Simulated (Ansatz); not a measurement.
# What a change does: geometry relaxation on Al₄Ru

System: Al₄Ru, multiplicity 3.
Method of the first run: UKS PBE0-D4/def2-SVP (Ansatz 0.2.0).

The geometry: PBE0-D4/def2-SVP start. Text and figures count atoms from 1; the logs count them from 0 in places.

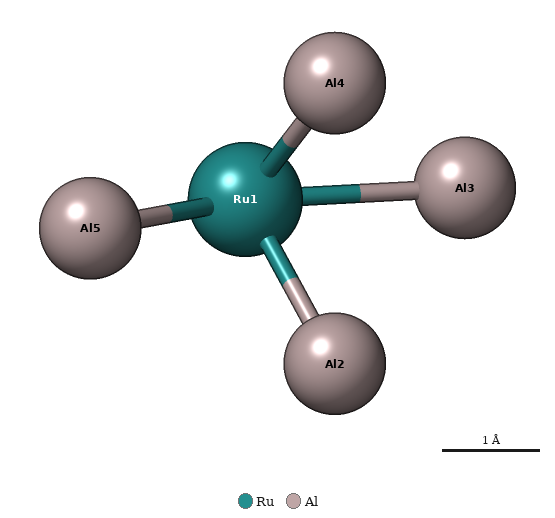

**Figure 1.** The input geometry (ball-and-stick view, seen at a tilt; atoms are numbered from 1 in the order of the input). Sticks mark near contacts. Bond lengths as drawn: Al–Ru 2.28 to 2.39 Å.

Input file, the first run:
```yaml
crystal:
  periodic: [false, false, false]
  atoms:
    - {symbol: Ru, position_ang: [-0.406083, 0.800041, -0.294914]}
    - {symbol: Al, position_ang: [1.621011, -0.246195, -0.363522]}
    - {symbol: Al, position_ang: [0.461853, 1.302779, 1.874059]}
    - {symbol: Al, position_ang: [-0.939877, -1.095720, 0.858169]}
    - {symbol: Al, position_ang: [-0.736903, -0.760905, -2.073782]}
basis:
  gaussian: {orbitals: def2-SVP}
magnetization: {spin_polarized: true, initial_magnetization: 2}
hamiltonian: {xc: pbe0, dispersion: d4}
scf: {lower_state_search: "off"}
output: {orbitals: {seedname: orbitals}}
relax: {f_tol: 0.02, max_steps: 100}
```

Launched with:
```bash
ansatz run in.yaml --threads 4 --pin off --events-out ev --progress --plain --max-ram 4787MiB
```

Hardware: 4 threads of Arm Neoverse V1, 23 GiB of memory available, shared host.

Output, shortened to warnings, some set-up lines, iterations and results (the first run):
```
[...]
mean field evaluation 1: about -28909.2631 eV, gradient 8.4e1 eV
mean field evaluation 2: about -28535.7459 eV, gradient 1.8e2 eV
mean field evaluation 4: about -28940.2007 eV, gradient 3.5e1 eV
mean field evaluation 8: about -28947.9554 eV, gradient 1.4e0 eV
mean field evaluation 16: about -28948.0778 eV, gradient 1.2e-1 eV
[... 12 lines ...]
mean field evaluation 128: about -28948.2539 eV, gradient 1.0e-2 eV
relax step  10: F+E_penalty+E_count = -28948.62985638 eV  Δ(F+E_penalty+E_count) = +4.691e-3 eV  max|allowed force component| = 2.655e-1 eV/Å  Δτ_max = 0.1350 Å  (44 SCF …
relax step  11: F+E_penalty+E_count = -28948.64327952 eV  Δ(F+E_penalty+E_count) = -8.732e-3 eV  max|allowed force component| = 2.840e-2 eV/Å  Δτ_max = 0.0661 Å  (38 SCF …
relax step  12: F+E_penalty+E_count = -28948.64571803 eV  Δ(F+E_penalty+E_count) = -2.439e-3 eV  max|allowed force component| = 4.493e-2 eV/Å  Δτ_max = 0.0618 Å  (39 SCF …
relax step  13: F+E_penalty+E_count = -28948.64607507 eV  Δ(F+E_penalty+E_count) = -3.570e-4 eV  max|allowed force component| = 1.880e-2 eV/Å  Δτ_max = 0.0152 Å  (35 SCF …
Total energy: -28948.64610148 eV, -1063.8431221324 hartree
Atom 0 at    -0.184141     0.574849    -0.244579 Å, force     0.003332    -0.018805     0.008817 eV/Å
Atom 1 at     1.952942    -0.266804    -0.453537 Å, force    -0.015199     0.004239     0.002398 eV/Å
Atom 2 at     0.211238     1.477568     1.875980 Å, force     0.001420    -0.000291    -0.002293 eV/Å
Atom 3 at    -0.984870    -1.186328     0.919195 Å, force     0.008130     0.013605    -0.009580 eV/Å
Atom 4 at    -0.995168    -0.599285    -2.097049 Å, force     0.002317     0.001252     0.000658 eV/Å
Dipole moment:     0.152667    -0.191477     0.053735 e Å
Checks for a lower state left out: stability, starts, cluster_reference, orbital_swaps, neighbouring_geometries, increment
```

The second run used a changed input.

The two runs side by side:

| quantity | the first run | the second run |
| --- | --- | --- |
| outcome | converged | converged |
| total energy (hartree) | −1063.843122 | −1063.805080 |
| HOMO (eV) | −4.23 | −4.29 |
| LUMO (eV) | −3.17 | −3.38 |
| dipole moment (D) | 1.20 | 1.47 |
| ⟨S²⟩ | 2.045 | 6.032 |
| largest force (eV/Å) | 0.021 | 0.023 |
| basis functions | 103 | 103 |
| wall time (shared host) | 38 s | 32 s |

What was changed in the input?

The change (lines with − go, lines with + come):
```diff
-magnetization: {spin_polarized: true, initial_magnetization: 2}
+magnetization: {spin_polarized: true, initial_magnetization: 4}
```

With the same method and basis, the second run lies 23.9 kcal/mol higher. The HOMO goes from −4.23 to −4.29 eV. The LUMO goes from −3.17 to −3.38 eV. The dipole moment goes from 1.20 to 1.47 D.

Output, shortened to warnings, some set-up lines, iterations and results (the second run):
```
[...]
mean field evaluation 1: about -28910.3845 eV, gradient 8.1e1 eV
mean field evaluation 2: about -28532.5133 eV, gradient 1.8e2 eV
mean field evaluation 4: about -28939.5937 eV, gradient 3.3e1 eV
mean field evaluation 8: about -28946.2698 eV, gradient 4.5e0 eV
mean field evaluation 16: about -28946.7276 eV, gradient 5.9e-1 eV
[... 8 lines ...]
relax step   7: F+E_penalty+E_count = -28947.60229405 eV  Δ(F+E_penalty+E_count) = -1.130e-2 eV  max|allowed force component| = 1.735e-1 eV/Å  Δτ_max = 0.0797 Å  (45 SCF …
mean field evaluation 96: about -28946.9830 eV, gradient 6.0e0 eV
relax step   8: F+E_penalty+E_count = -28947.60618595 eV  Δ(F+E_penalty+E_count) = -3.892e-3 eV  max|allowed force component| = 1.445e-1 eV/Å  Δτ_max = 0.1216 Å  (46 SCF …
relax step   9: F+E_penalty+E_count = -28947.61047572 eV  Δ(F+E_penalty+E_count) = -4.290e-3 eV  max|allowed force component| = 5.424e-2 eV/Å  Δτ_max = 0.0304 Å  (37 SCF …
relax step  10: F+E_penalty+E_count = -28947.61090788 eV  Δ(F+E_penalty+E_count) = -4.322e-4 eV  max|allowed force component| = 1.907e-2 eV/Å  Δτ_max = 0.0195 Å  (41 SCF …
Total energy: -28947.61093523 eV, -1063.8050804743 hartree
Atom 0 at    -0.137549     0.440044    -0.188259 Å, force     0.010413    -0.019070     0.006807 eV/Å
Atom 1 at     1.888019    -0.522435    -0.300195 Å, force    -0.015648     0.007676     0.000738 eV/Å
Atom 2 at     0.221112     1.783645     1.741481 Å, force    -0.002812    -0.004602    -0.011002 eV/Å
Atom 3 at    -0.973613    -1.386228     1.020271 Å, force     0.004516     0.009679    -0.006430 eV/Å
Atom 4 at    -0.997968    -0.315026    -2.273288 Å, force     0.003531     0.006317     0.009886 eV/Å
Dipole moment:     0.049246    -0.274259     0.128412 e Å
Checks for a lower state left out: stability, starts, cluster_reference, orbital_swaps, neighbouring_geometries, increment
```
